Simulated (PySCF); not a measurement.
System: KO (doublet).

```yaml
atoms:
  - { symbol: K, position_ang: [0.0000, 0.0000, -0.6810] }
  - { symbol: O, position_ang: [0.0000, 0.0000, 1.6590] }
```

The calculation used PySCF 2.14.0, PBE0/x2c-TZVPall, spin-free X2C-1e, Gaussian nucleus, at a bond length of 2.340 Å.

Question: What will maps of the electron density, electron localisation function and spin density show?

Answer: K–O (2.34 Å): ρ at the midpoint is about 0.31 e/Å³; the ELF is about 0.10 at the midpoint: a largely ionic contact.
The unpaired spin (1 electron) lies mostly on O2 (about 1.0), in electrons by Hirshfeld's partition.

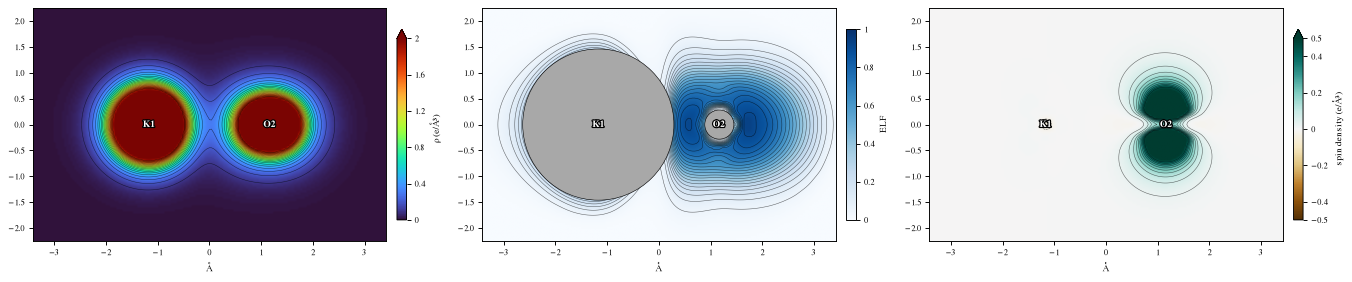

Computed electron density, electron localisation function and spin density on a plane that holds the molecular axis, in this order. Grey discs cover the atomic cores in the ELF map. 
